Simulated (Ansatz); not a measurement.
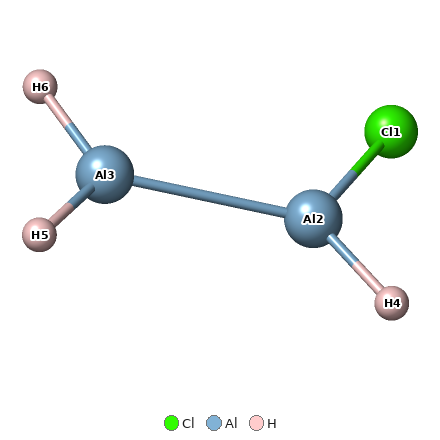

The system is Al2ClH3, SMILES [AlH2][AlH][Cl]; the picture shows the reference structure. The first coordinate is: bond length Al2–Al3; the second: dihedral Cl1–Al2–Al3–H5. Nothing is relaxed (all other coordinates rigid). The grid has 15 × 15 points; 120 points were computed and 105 follow by symmetry. Points are written as (first, second). Energies are in kJ/mol, from the lowest grid point. Level of theory: Ansatz, RHF-MP2, frozen core/def2-TZVP.

Its coordinates:

```yaml
atoms:
  - { symbol: Cl, position_ang: [-1.0792, -2.3119, 1.4127] }
  - { symbol: Al, position_ang: [-0.5264, -1.1720, -0.2852] }
  - { symbol: Al, position_ang: [0.5303, 1.1743, 0.1462] }
  - { symbol: H, position_ang: [-0.8198, -1.8806, -1.6650] }
  - { symbol: H, position_ang: [0.9701, 2.1057, -1.0563] }
  - { symbol: H, position_ang: [0.7497, 1.7069, 1.6187] }
```

Range: bond length Al2–Al3 from 2.192 to 3.392 Å; dihedral Cl1–Al2–Al3–H5 from −180 to 156°.

Q: Predict the map.

A: The lowest grid point is at (2.620 Å, −84°); the map holds 2 wells of about this depth. No other kind of well shows on this grid. The highest grid point, (3.392 Å, −180°), lies 102 kJ/mol above the lowest. On the interpolated surface the easiest way out of the lowest well to a well of about the same depth near (2.620 Å, 84°) passes a barrier of about 2.9 kJ/mol, counted from the interpolated bottom of the well. Round the minimum the two coordinates are nearly uncoupled.

```csv
"dihedral Cl1–Al2–Al3–H5 ↓, bond length Al2–Al3 →",2.192,2.277,2.363,2.449,2.535,2.620,2.706,2.792,2.878,2.963,3.049,3.135,3.221,3.306,3.392
156,89,52,27,12,4,2,5,11,21,32,44,58,72,87,102
132,85,49,25,10,3,1,4,11,20,31,44,58,72,87,102
108,83,47,23,9,2,0,3,10,19,31,43,57,72,87,102
84,82,47,23,8,1,0,3,10,19,31,43,57,72,86,102
60,84,48,24,9,2,1,4,10,20,31,44,57,72,87,102
36,87,51,26,11,3,2,5,11,20,31,44,58,72,87,102
12,90,53,28,12,4,3,5,12,21,32,44,58,72,87,102
−12,90,53,28,12,4,3,5,12,21,32,44,58,72,87,102
−36,87,51,26,11,3,2,5,11,20,31,44,58,72,87,102
−60,84,48,24,9,2,1,4,10,20,31,44,57,72,87,102
−84,82,47,23,8,1,0,3,10,19,31,43,57,72,86,102
−108,83,47,23,9,2,0,3,10,19,31,43,57,72,87,102
−132,85,49,25,10,3,1,4,11,20,31,44,58,72,87,102
−156,89,52,27,12,4,2,5,11,21,32,44,58,72,87,102
−180,90,53,28,12,5,3,5,12,21,32,44,58,72,87,102
```

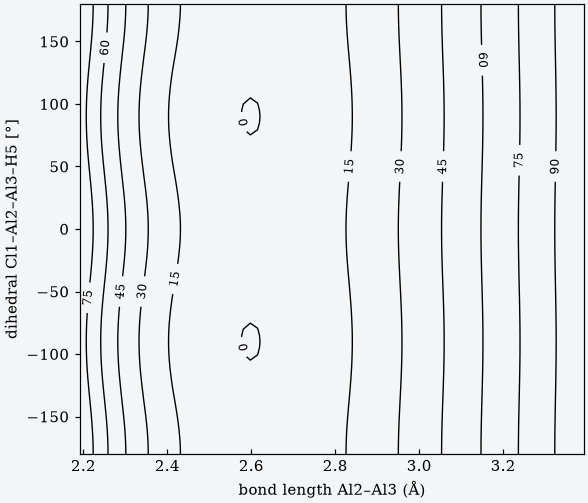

In the figure: contour lines labelled in kJ/mol. Between grid points the surface is interpolated.

The whole map (120 points run) took 17 min on 1 thread of Arm Neoverse N1 (shared host).
